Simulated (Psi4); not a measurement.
**HF/def2-TZVPPD run of AlH3 (SMILES [AlH3])**

Aim: the vertical singlet–triplet gap of AlH3 at HF/def2-TZVPPD, from 2 runs. 

The results are computed with Psi4 1.11.

4 further runs of the same task are left out: 4 that didn't finish.

## Step 1: The structure to begin with

AlH3 has 4 atoms, charge 0, and is taken as a singlet. SMILES: `[AlH3]`. The coordinates come from a PBE0-D4/def2-TZVP relaxation.

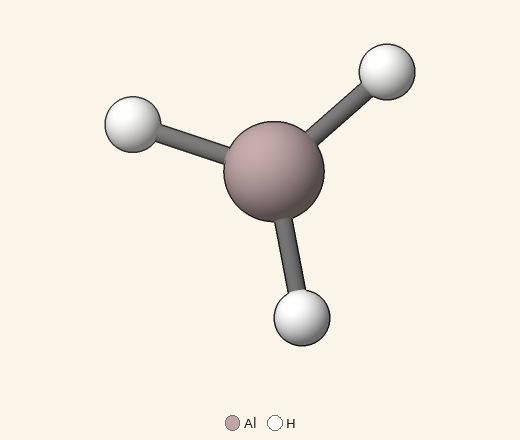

The structure, seen from a chosen angle (aluminium light grey, hydrogen white).

## Step 2: The energy at HF/def2-TZVPPD

The input, calc.dat:

```
memory 2200 MB

molecule geom {
  0 1
  Al     0.013700    -0.014800    -0.005100
  H      0.633200     0.670900     1.283600
  H     -1.340800    -0.832000     0.105100
  H      0.749400     0.115700    -1.403900
  symmetry c1
}

set basis def2-TZVPPD
set puream true
set e_convergence 1e-09
set d_convergence 1e-08
set scf_type pk

energy_value = energy("scf")
print_variables()
```

The run is started by

```sh
psi4 calc.dat calc.out -n 1
```

calc.out:

```text
[...]
  Running in c1 symmetry.
[...]
  Nuclear repulsion =   13.592190814956911
[...]
  Multiplicity = 1
[...]
  Nalpha       = 8
  Nbeta        = 8
[...]
    Number of basis functions: 99
[...]
   @RHF iter   1:  -243.63490858797587   -6.22300e-01   1.24665e-03 DIIS/ADIIS
[...]
   @RHF iter   8:  -243.64194387680649   -3.29692e-12   1.06616e-09 DIIS
[...]
    Orbital Energies [Eh]
    ---------------------
    Doubly Occupied:
       1A    -58.474183     2A     -4.890153     3A     -3.205599
       4A     -3.202788     5A     -3.202787     6A     -0.568659
       7A     -0.431682     8A     -0.431668
[...]
  @RHF Final Energy:  -243.64194387680649
   => Energetics <=
    Nuclear Repulsion Energy =             13.5921908149569113
    One-Electron Energy =                -365.6532300922314676
    Two-Electron Energy =                 108.4190954004680520
    Total Energy =                       -243.6419438768065220
[...]
 Multipole Moments:
 ------------------------------------------------------------------------------------
     Multipole            Electronic (a.u.)      Nuclear  (a.u.)        Total (a.u.)
 ------------------------------------------------------------------------------------
 L = 1.  Multiply by 2.5417464519 to convert [e a0] to [Debye]
 Dipole X            :         -0.0010991            0.0006119           -0.0004871
 Dipole Y            :          0.0015540           -0.0008742            0.0006799
 Dipole Z            :         -0.0001405            0.0000874           -0.0000531
 Magnitude           :                                                    0.0008381
[...]
```

Run time: 4.8 s. Hardware: 1 thread of Intel Xeon Platinum 8259CL at 2.50GHz (Skylake/Cascade Lake), shared host; peak memory 0.38 GiB.

## Step 3: The triplet: energy and gradient at UHF/def2-TZVPPD

The input, alh3.in:

```
memory 2200 MB

molecule {
  0 3
  Al     0.013700    -0.014800    -0.005100
  H      0.633200     0.670900     1.283600
  H     -1.340800    -0.832000     0.105100
  H      0.749400     0.115700    -1.403900
  symmetry c1
}

set basis def2-TZVPPD
set reference uhf
set puream true
set e_convergence 1e-09
set d_convergence 1e-08
set scf_type pk
set maxiter 100

result, w = gradient("hf", return_wfn=True)
oeprop(w, "QUADRUPOLE", "LOWDIN_CHARGES", "MAYER_INDICES")
print_variables()
```

The run is started by

```sh
psi4 alh3.in alh3.out -n 1
```

alh3.out, cut to the lines that bear on the results:

```text
[...]
  Running in c1 symmetry.
[...]
  Nuclear repulsion =   13.592190814956911
[...]
  Multiplicity = 3
[...]
  Nalpha       = 9
  Nbeta        = 7
[...]
    Number of basis functions: 99
[...]
   @UHF iter   1:  -243.42093424816130   -4.08326e-01   1.66867e-03 ADIIS/DIIS
[...]
   @UHF iter  16:  -243.45700073448134   -5.00222e-11   7.16240e-09 DIIS
[...]
   @S^2 Observed:                2.006032142E+00
[...]
  @UHF Final Energy:  -243.45700073448134
   => Energetics <=
    Nuclear Repulsion Energy =             13.5921908149569113
    One-Electron Energy =                -365.1527847549547801
    Two-Electron Energy =                 108.1035932055165318
    Total Energy =                       -243.4570007344813689
  UHF NO Occupations:
  HONO-2 :    7  A 1.9971675
  HONO-1 :    8  A 1.0000000
[...]
  -Total Gradient:
     Atom            X                  Y                   Z
    ------   -----------------  -----------------  -----------------
       1        0.038299894950     0.006694368740    -0.072707330882
       2       -0.009785234194    -0.003015216109     0.012972870286
       3       -0.005300084427     0.000398683903     0.015646872220
       4       -0.023214576328    -0.004077836534     0.044087588376
[...]
 Multipole Moments:
 ------------------------------------------------------------------------------------
     Multipole            Electronic (a.u.)      Nuclear  (a.u.)        Total (a.u.)
 ------------------------------------------------------------------------------------
 L = 1.  Multiply by 2.5417464519 to convert [e a0] to [Debye]
 Dipole X            :          0.4361940            0.0006119            0.4368059
 Dipole Y            :          0.0768466           -0.0008742            0.0759724
 Dipole Z            :         -0.8286857            0.0000874           -0.8285983
 Magnitude           :                                                    0.9397587
 L = 2.  Multiply by 1.3450342976 to convert [e a0^2] to [Debye ang]
 Quadrupole XX       :        -23.3606057            9.8550853          -13.5055203
 Quadrupole XY       :         -5.4465246            5.8126131            0.3660885
[...]
```

Wall time 11 s (1 thread of Intel Xeon Platinum 8259CL at 2.50GHz (Skylake/Cascade Lake), shared host); peak memory 0.38 GiB.

## Step 4: What came out

Level: HF/def2-TZVPPD.

| quantity | value |
| --- | --- |
| singlet: total energy | -243.64194 Eh |
| singlet: dipole moment | 0.00 D |
| singlet: HOMO energy | -11.75 eV |
| singlet: LUMO energy | 0.88 eV |
| singlet: HOMO–LUMO gap | 12.63 eV |
| triplet: total energy | -243.45700 Eh |
| triplet: dipole moment | 2.39 D |
| triplet: HOMO energy (highest over α and β) | -6.09 eV |
| triplet: LUMO energy (lowest over α and β) | -2.99 eV |
| triplet: ⟨S²⟩ | 2.006 |
| triplet: largest force on an atom | 4.240 eV/Å |
| vertical energy of the triplet above the singlet | 5.033 eV |

In words: At this shape the triplet lies 5.03 eV (486 kJ/mol) above the singlet.
